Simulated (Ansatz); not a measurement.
# CdGeS2: further runs on a relaxed guess

Aim: for this structure of CdGeS2, compute bands, density of states and charges.

Method: DFT PBE, scalar-relativistic, plane waves, PAW, in Ansatz 0.2.0.

### Step 1. The system as given

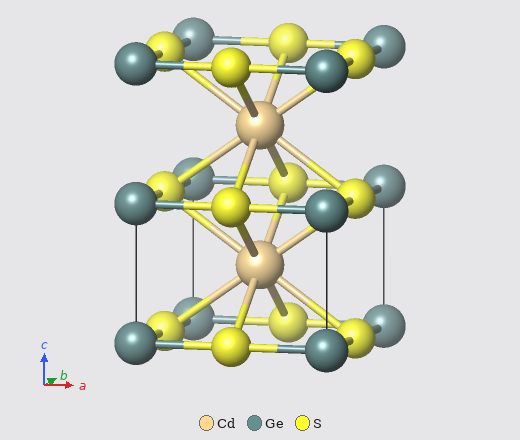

Start, viewed slightly off an axis; cadmium orange, germanium teal, sulfur yellow. 1×1×2 cells are drawn. Atoms on the faces are drawn again on the opposite ones.

As a file:

```cif
data_structure
_symmetry_space_group_name_H-M 'P 1'
_symmetry_Int_Tables_number 1
_cell_length_a 4.8706
_cell_length_b 4.8706
_cell_length_c 3.4475
_cell_angle_alpha 90.000
_cell_angle_beta 90.000
_cell_angle_gamma 90.000
_cell_volume 81.78
loop_
_atom_site_label
_atom_site_type_symbol
_atom_site_fract_x
_atom_site_fract_y
_atom_site_fract_z
_atom_site_occupancy
Cd1 Cd 0.50000 0.50000 0.50000 1
Ge1 Ge 0.00000 0.00000 0.00000 1
S1 S 0.50000 0.00000 0.00000 1
S2 S 0.00000 0.50000 0.00000 1
```

It is the end of an earlier relaxation with the same method, from a generated guess; it needn't be the stable form of this composition. At a tolerance of 0.05 Å it has space group P4/mmm (No. 123); it has 20.45 Å³/atom, an uncorrected energy of -0.02 eV/atom over the elements.

### Step 2. Electronic structure at the relaxed geometry

File input.yaml:

```yaml
crystal:
  lattice:
    - [4.8705799173, 0.0, 0.0]
    - [0.0, 4.8705799173, 0.0]
    - [0.0, 0.0, 3.4475270157]
  atoms:
    - { symbol: Cd, position: [0.5, 0.5, 0.5] }
    - { symbol: Ge, position: [0.0, 0.0, 0.0] }
    - { symbol: S, position: [0.5, 0.0, 0.0] }
    - { symbol: S, position: [0.0, 0.5, 0.0] }
basis:
  ecutwfc: 420
kpoints:
  mp_grid: { grid: [10, 10, 14] }
  band_path:
    path:
      - [[0.0, 0.0, 0.0], [0.0, 0.5, 0.0], [0.5, 0.5, 0.0], [0.0, 0.0, 0.0], [0.0, 0.0, 0.5], [0.0, 0.5, 0.5], [0.5, 0.5, 0.5], [0.0, 0.0, 0.5]]
      - [[0.0, 0.5, 0.0], [0.0, 0.5, 0.5]]
      - [[0.5, 0.5, 0.0], [0.5, 0.5, 0.5]]
    npoints: 14
hamiltonian:
  xc: pbe
scf:
  occupations: { method: gaussian, width: 0.1 }
  n_extra_bands: 10
output:
  forces: true
  stress: true
  eigenvalues: true
  populations: true
  dos: { projected: true, de: 0.02, nscf_kmesh: { grid: [12, 12, 17] } }
  bader: true
  write_density: true
  write_potential: true
  elf: true
  volumetric_format: npy
```

Command:

```
$ ansatz run input.yaml --threads 1 --pin off --max-ram 2048MiB --backend cpu --events-out ev --progress --plain --runs-dir out
```

What it wrote:

```text
Warning: RAYON_NUM_THREADS=1 ignored (pool sized by the plan → 1); use --threads N
scf.n_extra_bands = 10 over 23 filled bands (N_el = 46.0): the run solves 33 bands
Engine: ansatz 0.2.0, aarch64-unknown-linux-gnu
Pseudopotentials: kind: paw
Pseudopotential: Cd, paw, valence charge 20, recommended cutoff 420 eV (normal), Cd.paw.azcp
Pseudopotential: Ge, paw, valence charge 14, recommended cutoff 420 eV (normal), Ge.paw.azcp
Pseudopotential: S, paw, valence charge 6, recommended cutoff 420 eV (normal), S.paw.azcp
Functional definition: PBE
  parameter kappa = 0.804
  parameter beta = 0.06672455060314922
  exchange = pbe_x(kappa = kappa, mu = beta*pi^2/3)
  correlation = pbe_c(beta = beta)
Crystal: 4 atoms, lattice volume = 81.784 Å³
Basis set: ecut = 420 eV, 1583 PW (Γ), exchange–correlation on 72×72×48 points (8 copies of the dense FFT grid, shifted against one another)
Bands: 33, of which v1, the nominal top of the filled ones, is band 23 counted from 1 (22 counted from 0)
Symmetry: 16 space group operations
Space group: P4/mmm (ITA 123), of the structure as read, at distance tolerance 4.3e-5 Å
k-points: 168 of 1400
Non-local potential: Cd, projectors of the file, l = 0: 3, l = 1: 2, l = 2: 2, l = 3: 1
Non-local potential: Ge, projectors of the file, l = 0: 2, l = 1: 2, l = 2: 3, l = 3: 1
Non-local potential: S, projectors of the file, l = 0: 2, l = 1: 2, l = 2: 2
PAW form: soft (Blöchl's): semilocal exchange-correlation on the pseudo side does not see the compensation charge
PAW one-centre angular grid: Cd, 590 points (default); XC on 64 Gauss nodes
PAW one-centre angular grid: Ge, 590 points (default); XC on 64 Gauss nodes
PAW one-centre angular grid: S, 110 points (default); XC on 64 Gauss nodes
Initial density: superposition of atomic densities (neutral atoms: chi_scale 0, normalization atom), corrected by the library's trained network
Initial wavefunctions: pseudopotential atomic-orbital guess
Functional: x = pbe(κ = 0.804, μ = 0.2195149727645171), c = pbe(β = 0.06672455060314922)
SCF iter   1: F=—  HF=-14353.619384 eV  |F-HF|=—  |Δ(HF+E_count)|=         —  Δρ=3.48e-3  dr2=1.66e-2  ethr=1.77e-3  ⟨swp⟩=5.4  Hψ=22560  notcnv=0  defer=163
preconditioner: auto → Kerker (q_TF=auto, 2.479 Å⁻¹)  [metal: Δε(μ)=0.020 eV  Ē_g=17.240 eV  σ=0.100 eV  W_gap=0.11  n_scr=18 (ndim 8)  ℏωp=25.3 eV  f_vac=0.000  D(μ)=0.71/eV (n_scr^D=0)]
SCF iter   2: F=—  HF=-14353.616853 eV  |F-HF|=—  |Δ(HF+E_count)|=   2.53e-3  Δρ=2.04e-3  dr2=6.62e-3  ethr=3.61e-5  ⟨swp⟩=1.5  Hψ=7026  notcnv=0  defer=272
SCF iter   3: F=—  HF=-14353.615014 eV  |F-HF|=—  |Δ(HF+E_count)|=   1.84e-3  Δρ=5.21e-4  dr2=4.70e-4  ethr=1.44e-5  ⟨swp⟩=2.4  Hψ=7328  notcnv=0  defer=272
SCF iter   4: F=—  HF=-14353.614803 eV  |F-HF|=—  |Δ(HF+E_count)|=   2.11e-4  Δρ=2.37e-4  dr2=5.38e-5  ethr=1.02e-6  ⟨swp⟩=2.0  Hψ=7908  notcnv=0  defer=272
SCF iter   5: F=—  HF=-14353.615024 eV  |F-HF|=—  |Δ(HF+E_count)|=   2.21e-4  Δρ=7.27e-5  dr2=3.66e-6  ethr=1.17e-7  ⟨swp⟩=2.0  Hψ=7957  notcnv=0  defer=272
SCF iter   6: F=—  HF=-14353.615025 eV  |F-HF|=—  |Δ(HF+E_count)|=   7.36e-7  Δρ=2.14e-5  dr2=3.90e-7  ethr=7.97e-9  ⟨swp⟩=2.0  Hψ=7983  notcnv=0  defer=272
SCF iter   7: F=-14353.615025 eV  HF=-14353.615025 eV  |F-HF|=7.02e-9  |Δ(HF+E_count)|=   1.34e-7  Δρ=4.53e-6  dr2=2.11e-8  ethr=2.17e-10  ⟨swp⟩=13.0  Hψ=38518  notcnv=0
SCF 1 converged in 7 iterations: F = -14353.615025 eV  dr2 = 2.11e-8
NSCF: frozen V_eff on 129 k-points
NSCF: frozen V_eff on 252 k-points
SCF converged after 7 iterations
Free energy (F): -14353.615025 eV
Harris-Foulkes:  -14353.615025 eV  (|F-HF|=7.02e-9)
Internal energy: -14353.611409 eV  (E = F + TS)
E sigma→0 (E₀):  -14353.613217 eV
Entropy (-TS):   -0.003616 eV (-0.904 meV/atom)
Fermi energy:    9.087789 eV
--- Per-component energies (eV) ---
  E_band       = -599.248968
  E_kinetic    = 827.112565
  E_local      = -6166.094496  (includes V_loc(G=0)·N_el)
  E_nonlocal   = 508.131685
  E_hartree    = 2775.454399
  E_xc         = -444.870912
  E_vxc        = -458.852867  (∫ρ·V_xc dr)
  E_paw        = -7302.523392  (= ΣΔE_a)
  E_vpaw       = -860.457976  (= ΣTr[D̂ρ^β])
  E_aug_tail   = 0.000292  (compensation charges beyond the density's cutoff)
  E_ewald      = -4550.821549
  E_smearing   = -0.003616  (= −TS)
  E_closure    = 0.000000  (closes the sum)
  Σ components = -14353.615025   (vs F -14353.615025, Δ=0.00e0)
--- Forces (eV/Å), atoms counted from 1 ---
  atom   1  Cd     0.00000000    -0.00000000     0.00000000
  atom   2  Ge     0.00000000     0.00000000     0.00000000
  atom   3  S      0.00000000     0.00000000     0.00000000
  atom   4  S     -0.00000000     0.00000000     0.00000000
  max |Σ_I F_I| component: 1.29e-28 eV/Å
--- Stress (GPa, compression-positive) ---
        0.019175       0.000000       0.000000
        0.000000       0.019175       0.000000
        0.000000       0.000000       0.001176
  P = ⅓ Tr σ = 0.0132 GPa (0.132 kbar)
--- Band table (eV; the first three rows and the last of 168) ---
  k-point 0: bands = ["-93.2976", "-54.3771", "-54.3644", "-54.3644", "-15.7386", "-15.7368", "-15.7011", "-15.7011", "-15.6943", "-5.2113", "-3.0566", "0.5203", "0.8079", "0.8711", "0.8711", "1.0765", "3.0825", "3.1868", "3.1868", "6.8988", "6.8988", "7.3823", "7.9643", "8.8568", "14.2014", "14.2768", "14.5071", "17.2671", "17.2671", "17.7020", "18.0696", "18.0696", "18.6944"]
  k-point 1: bands = ["-93.2976", "-54.3773", "-54.3643", "-54.3643", "-15.7385", "-15.7357", "-15.7014", "-15.7014", "-15.6943", "-5.1810", "-3.0305", "0.5419", "0.8098", "0.8456", "0.8456", "1.0617", "3.1231", "3.2331", "3.2331", "6.8210", "6.9426", "6.9426", "8.3983", "8.7127", "13.7743", "14.2322", "14.9768", "16.5417", "16.5417", "17.9759", "18.0198", "18.0198", "19.3254"]
  k-point 2: bands = ["-93.2976", "-54.3780", "-54.3643", "-54.3643", "-15.7384", "-15.7328", "-15.7023", "-15.7023", "-15.6942", "-5.0937", "-2.9554", "0.6017", "0.7779", "0.7779", "0.8151", "1.0181", "3.2419", "3.3613", "3.3613", "5.9862", "7.0694", "7.0694", "8.3407", "8.9126", "12.9901", "14.3218", "15.3951", "15.3951", "15.6368", "18.0143", "18.0143", "18.7312", "18.7492"]
  k-point 167: bands = ["-93.2975", "-54.3817", "-54.3640", "-54.3640", "-15.7306", "-15.7132", "-15.7080", "-15.7080", "-15.6943", "-3.4380", "-3.4380", "-0.1812", "0.8056", "0.8274", "0.9570", "0.9570", "1.0067", "4.4338", "5.1732", "5.1732", "7.1340", "7.6953", "8.0841", "8.6533", "11.8080", "11.8080", "11.8409", "16.1336", "17.2599", "17.2599", "17.9600", "17.9600", "19.2900"]
--- Löwdin populations: 4 sites ---
  site symbol       q [e]
     0     Cd     18.8463
     1     Ge     13.8198
     2      S      6.5261
     3      S      6.5261
  spilling = 0.006124 (of n_electrons = 46.000000)
--- Bader charges: 4 sites ---
  site symbol  charge [e]  shift [e]
     0     Cd      0.8813     0.0000
     1     Ge      0.7807     0.0019
     2      S     -0.8310     0.0010
     3      S     -0.8310     0.0010
  estimated error of the sums over rays = 2.7e-4 e
```

Wall time 64 s (1 thread of Arm Neoverse V2, shared host); peak memory 0.69 GiB.

Per atom:

```csv
atom,Löwdin electrons,Bader charge (e),Bader volume (Å³)
Cd1,18.85,+0.88,18.5
Ge2,13.82,+0.78,17.9
S3,6.53,-0.83,22.7
S4,6.53,-0.83,22.7
```

The Löwdin counts miss 0.28 of the 46 electrons, which the atomic orbitals do not span, so they are no charges.

From bands.tsv, the levels nearest the Fermi level at the path's corners, in eV from the Fermi level:

```
point  band 20  band 21  band 22  band 23  band 24  band 25  band 26  band 27
    Γ    -2.19    -2.19    -1.71    -1.12    -0.23     5.11     5.19     5.42
    X    -3.39    -0.83    -0.80     0.08     1.31     3.61     4.18     4.20
    M    -0.49    -0.49    -0.44     1.78     1.91     1.91     2.95     3.82
    Γ    -2.19    -2.19    -1.71    -1.12    -0.23     5.11     5.19     5.42
    Z    -4.90    -2.38    -1.05    -1.05     0.47     2.42     2.74     2.74
    R    -4.26    -3.01    -1.76    -0.12     0.92     1.57     2.73     3.87
    A    -3.92    -1.95    -1.39    -1.00    -0.43     2.72     2.72     2.75
    Z    -4.90    -2.38    -1.05    -1.05     0.47     2.42     2.74     2.74
    X    -3.39    -0.83    -0.80     0.08     1.31     3.61     4.18     4.20
    R    -4.26    -3.01    -1.76    -0.12     0.92     1.57     2.73     3.87
    M    -0.49    -0.49    -0.44     1.78     1.91     1.91     2.95     3.82
    A    -3.92    -1.95    -1.39    -1.00    -0.43     2.72     2.72     2.75
```

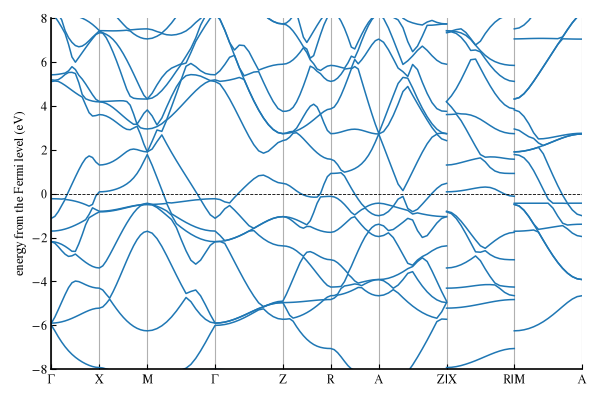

Bands along the path. Deeper bands lie below the window drawn.

States per cell in windows of 1 eV, from dos.tsv and pdos.tsv (zero at the Fermi level):

```
from  to  total  Cd 5s  Ge 4s  Ge 4p  S 3p
  -8  -7   1.10   0.01   0.38   0.06  0.26
  -7  -6   0.28   0.01   0.11   0.03  0.09
  -6  -5   1.04   0.14   0.02   0.20  0.62
  -5  -4   2.33   0.27   0.06   0.39  1.42
  -4  -3   1.83   0.06   0.07   0.21  1.35
  -3  -2   2.13   0.07   0.06   0.16  1.71
  -2  -1   2.62   0.05   0.09   0.27  2.07
  -1   0   2.07   0.13   0.11   0.36  1.38
   0   1   1.11   0.23   0.12   0.32  0.34
   1   2   1.44   0.50   0.07   0.31  0.41
   2   3   1.19   0.26   0.02   0.43  0.28
   3   4   1.52   0.04   0.03   0.64  0.21
   4   5   1.67   0.03   0.04   0.40  0.19
   5   6   2.52   0.03   0.03   0.35  0.22
```

Below -8 eV lie 33 or so more states.

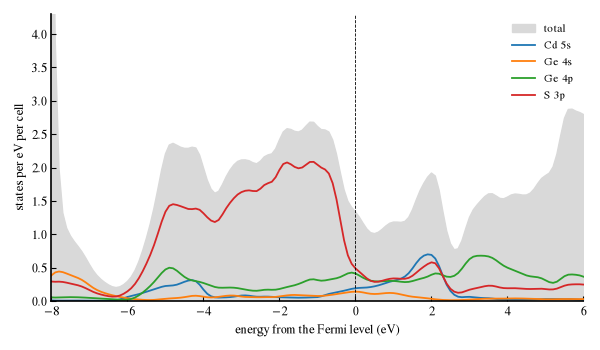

Total and projected density of states, smoothed over about 0.40 eV.

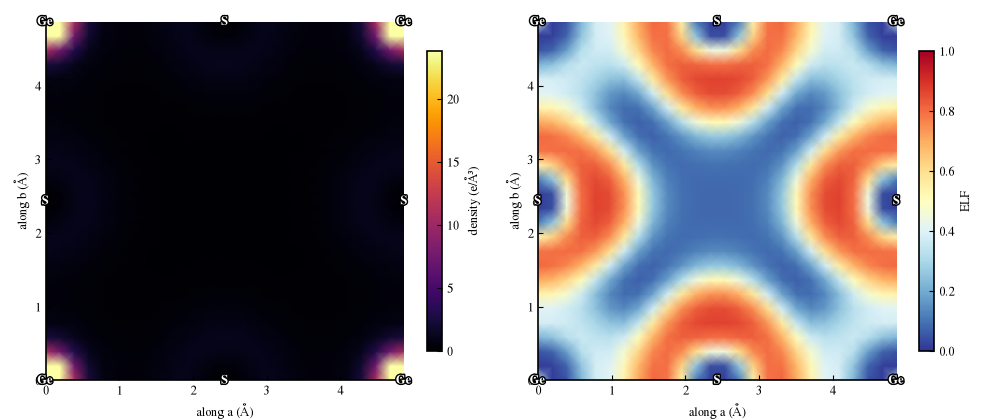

Density (left) and ELF (right) in a lattice plane of the grid's cell (edges 4.87 and 4.87 Å, at 0.000 of the third edge), which holds Ge and S. Only atoms in the plane are labelled; the density scale stops at 23.80 e/Å³. Both are smooth fields of the valence electrons: close to the nuclei they are not physical.

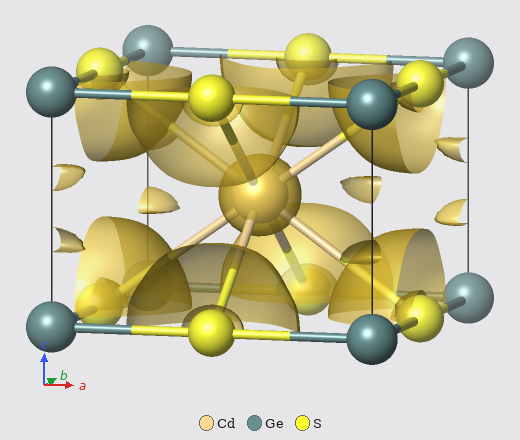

Surface of ELF = 0.51, drawn in one cell.

Maxima of ELF outside the ion cores: 0.89 in the shell around S, 0.8 Å from S; 0.57 beside Ge, off the lines to its neighbours, 1.3 Å from Ge.

### Step 3. A run with other settings

File input.yaml:

```yaml
crystal:
  lattice:
    - [4.8705799173, 0.0, 0.0]
    - [0.0, 4.8705799173, 0.0]
    - [0.0, 0.0, 3.4475270157]
  atoms:
    - { symbol: Cd, position: [0.5, 0.5, 0.5] }
    - { symbol: Ge, position: [0.0, 0.0, 0.0] }
    - { symbol: S, position: [0.5, 0.0, 0.0] }
    - { symbol: S, position: [0.0, 0.5, 0.0] }
basis:
  ecutwfc: 420
kpoints:
  mp_grid: { grid: [10, 10, 14] }
hamiltonian:
  xc: pbe
  pseudopotentials: { kind: nc }
scf:
  occupations: { method: gaussian, width: 0.1 }
  max_iter: 50
output:
  forces: true
  eigenvalues: true
  stress: true
magnetization:
  spin_polarized: true
  spin_orbit: true
```

Command:

```
$ ansatz run input.yaml --threads 1 --pin off --max-ram 2048MiB --backend cpu --events-out ev --progress --plain --runs-dir out
```

What it wrote:

```text
Error: 2 input errors — fix all and re-run
  1. inconsistent input (magnetization.spin_orbit, magnetization.noncollinear): true requires noncollinear: true — spin–orbit coupling acts on 2-spinor wavefunctions; set both flags
  2. inconsistent input (magnetization.spin_orbit, hamiltonian.pseudopotentials.kind): true requires a fully-relativistic hamiltonian.pseudopotentials.kind (nc_fr or paw_fr), or kind: all_electron without datasets and azcp, which then solves Dirac's equation on LAPW. paw_fr resolves this project's PAW files (source: ansatz) by j as it reads them
```

It took 0.02 s on 1 thread of Arm Neoverse V2, shared host; peak memory 0.031 GiB.

### Step 4. Why it ended so

The program refused the input before any cycle. Its message: «2 input errors — fix all and re-run 1. inconsistent input (magnetization.spin_orbit, magnetization.noncollinear): true requires noncollinear: true — spin–orbit coupling acts on 2-spinor wavefunctions; set both flags»

The suspect setting: magnetization.spin_orbit is true. Spin-orbit coupling was asked of a set-up that can't carry it.

Fix: delete magnetization.spin_orbit (the default then holds).

### Step 5. Outcome

| quantity | value |
| --- | --- |
| gap | none (metal) |
| states at the Fermi level | 1.35 per eV per cell |
| Bader charges | Cd +0.88, Ge +0.78, S -0.83 e |

What this shows: There is no gap at this level. Of the projected weight within 0.25 eV of the Fermi level, the largest part is S 3p (38 %) and Ge 4p (33 %). Charge transfer between the atoms is moderate (Bader charges up to 0.9 e).
